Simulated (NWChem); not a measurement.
# AlClF2 (SMILES [F][Al]([F])[Cl]) at HF/3-21G

Aim: the vertical singlet–triplet gap of AlClF2 at HF/3-21G, from 2 runs. 

The calculation is run with NWChem 7.3.0.

5 further runs of the same task are left out: 1 that didn't finish, 4 set aside as unsound or not needed. Runs told in other sessions of the task aren't counted.

## (1) Starting point

AlClF2 has 4 atoms, charge 0, and is taken as a singlet. As SMILES, `[F][Al]([F])[Cl]`. The coordinates come from a PBE0-D4/def2-TZVP relaxation.

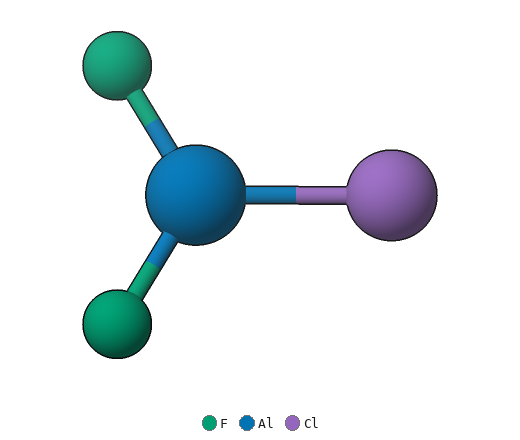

The structure, seen from a chosen angle (fluorine teal, aluminium blue, chlorine purple).

## (2) Energy and gradient at HF/3-21G

File calc.nw:

```
start calc
title "AlClF2"
memory stack 880 mb heap 220 mb global 1100 mb
charge 0

geometry units au noautosym nocenter noautoz
  F   1.88443489  1.36392873  2.17250474
  Al  0.13092023 -0.09590360  0.10123263
  F   0.51682120 -3.12526686 -0.31116230
  Cl -2.53219521  1.85724173 -1.96259396
end

basis spherical bse
  * library 3-21G
end

scf
  thresh 1e-08
  maxiter 80
  noprint "final vectors analysis"
end

task scf gradient
```

The run is started by

```sh
nwchem calc.nw > calc.out
```

Log:

```text
[...]
  functions       =    44
[...]
  wavefunction    = RHF
[...]
         Total SCF energy =   -895.914580460929
      One-electron energy =  -1641.328341227565
      Two-electron energy =    547.065825391228
 Nuclear repulsion energy =    198.347935375407
        Time for solution =      0.5s
[...]
                         RHF ENERGY GRADIENTS
    atom               coordinates                        gradient
                 x          y          z           x          y          z
   1 F       1.884435   1.363929   2.172505   -0.002355   0.001774  -0.001806
   2 Al      0.130920  -0.095904   0.101233   -0.020637   0.015140  -0.016010
   3 F       0.516821  -3.125267  -0.311162   -0.002380   0.001696  -0.001851
   4 Cl     -2.532195   1.857242  -1.962594    0.025371  -0.018610   0.019667
[...]
```

Wall time 1.3 s (1 thread of AMD EPYC 9B45 (Zen 5), shared host); peak memory 0.099 GiB.

## (3) The triplet: a single-point energy at UHF/3-21G

File run.xyz:

```xyz
4

F      0.997200     0.721760     1.149640
Al     0.069280    -0.050750     0.053570
F      0.273490    -1.653820    -0.164660
Cl    -1.339980     0.982810    -1.038560
```

File run.nw:

```
start run
memory 2200 mb

geometry noautosym nocenter noautoz
  load format xyz run.xyz
end

basis spherical bse
  * library 3-21G
end

scf
  nopen 2
  uhf
  thresh 1e-08
  maxiter 80
end

task scf energy
```

The run is started by

```sh
nwchem run.nw > run.out
```

Log:

```text
[...]
  functions       =    44
[...]
  wavefunction    = UHF
[...]
         Total SCF energy =   -895.644604431607
      One electron energy =  -1640.587604063989
      Two electron energy =    546.595050094858
 Nuclear repulsion energy =    198.347949537523
                       Sz =      1.0000
                 Sz(Sz+1) =      2.0000
                      S^2 =      2.0042
[...]
```

It took 1.3 s on 1 thread of AMD EPYC 9B45 (Zen 5), shared host; peak memory 0.099 GiB.

## (4) Summary of results

At HF/3-21G:

| quantity | value |
| --- | --- |
| singlet: total energy | -895.91458 Eh |
| singlet: dipole moment | 0.49 D |
| singlet: largest force on an atom | 1.908 eV/Å |
| triplet: total energy | -895.64460 Eh |
| triplet: dipole moment | 4.94 D |
| triplet: HOMO energy (highest over α and β) | -5.10 eV |
| triplet: LUMO energy (lowest over α and β) | -4.40 eV |
| triplet: ⟨S²⟩ | 2.004 |
| vertical energy of the triplet above the singlet | 7.346 eV |

**Reading.** At this shape the triplet lies 7.35 eV (709 kJ/mol) above the singlet. The largest force (singlet) is 1.91 eV/Å: the shape isn't a stationary point for this species at this level. Mulliken charges (singlet) run from -0.54 on F1 to +1.59 on Al2; they depend strongly on the basis.
